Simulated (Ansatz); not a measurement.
BN: response to strain

Base system: BN in the wurtzite structure (space group P6_3mc, No. 186; a = 2.555 Å, c = 4.225 Å).

Strains are applied to the cell and any free atomic positions relax.

Level of theory: PBE (Ansatz, a first-principles code; PAW; 420 eV plane waves; no spin-orbit coupling).

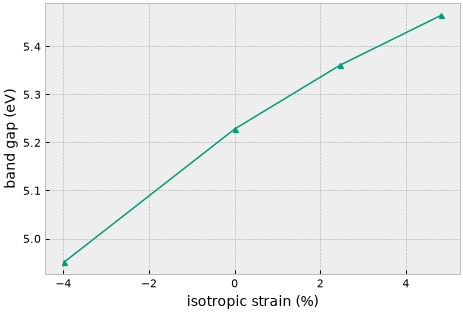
Fig. 1. Band gap against isotropic strain

| isotropic strain (%) | band gap |
|---|---|
| -3.98 | 4.95 eV |
| 2.46 | 5.36 eV |
| 4.82 | 5.46 eV |

Whether these cells are dynamically stable was not tested.
